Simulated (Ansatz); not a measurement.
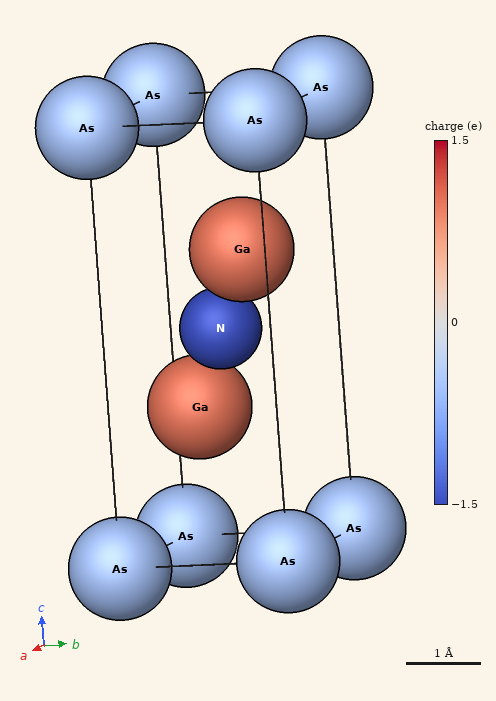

The image is a spheres-only drawing of a crystal, viewed slightly off an axis. The parallelepiped is the cell (the run's own, in a reduced setting). The atoms of this Ga₂AsN cell are coloured by their Bader charge.

Setup: DFT PBE, scalar-relativistic, plane waves, PAW (Ansatz 0.2.0); plane waves up to 420 eV, k-points about 0.12 Å⁻¹ apart, Gaussian smearing of 0.1 eV, no spin polarisation.

Interpret the colouring.

Answer. Most positive: Ga; most negative: N. Charges: about Ga +1.0 e; As -0.5 e; N -1.5 e.

The structure comes from a structure type filled with these elements by a generator (whether the compound takes this form wasn't checked). Earlier steps of the study may have refined or changed the cell and positions. Ansatz was used for an electronic-structure calculation on it.
